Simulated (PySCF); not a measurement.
C₅H₁₂OSi, SMILES CO[C@H]1CCC[SiH2]1, geometry in Å:

```xyz
19

C      2.8689    -0.6081     0.0997
O      1.6327    -1.1879     0.3857
C      0.5766    -0.2722     0.5044
C      0.1408     0.3991    -0.8106
C     -1.2863     0.9211    -0.6374
C     -2.1738    -0.2172    -0.1032
Si    -1.0335    -1.1171     1.1166
H      3.6267    -1.4041     0.1229
H      3.1446     0.1611     0.8491
H      2.8975    -0.1331    -0.8994
H      0.8472     0.5261     1.2310
H      0.8256     1.2043    -1.1236
H      0.1630    -0.3713    -1.6026
H     -1.2796     1.7546     0.0876
H     -1.6739     1.3398    -1.5801
H     -3.1187     0.1457     0.3272
H     -2.4377    -0.9082    -0.9214
H     -1.0024    -2.6001     0.9449
H     -1.3278    -0.8060     2.5502
```

GIAO shifts, PBE0/pcSseg-1 (IEF-PCM chloroform) with PySCF, at a PBE0-D3(BJ)/def2-SVP geometry (no frequency check), against TMS for ¹³C and TMS for ²⁹Si computed at the same level. fully decoupled, line heights follow the number of nuclei, widths are arbitrary (no quadrupolar broadening); values of one conformer, averaged over methyl-type rotors and exact or near symmetry; other conformers aren't averaged in.

### Predict the ¹³C spectrum.

5 signals.


```tsv
δ (ppm)	nuclei	atoms
75.1	1	C3
60.3	1	C1
35.4	1	C4
26.3	1	C5
8.8	1	C6
```

### Which ²⁹Si signals does it give?

1 signal.


```
δ (ppm)  nuclei  atoms
  −27.3       1    Si7
```

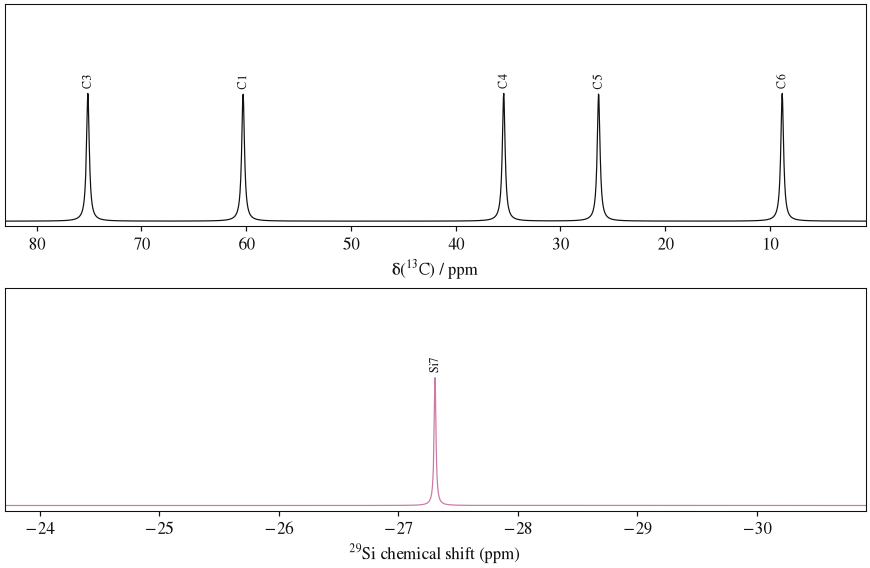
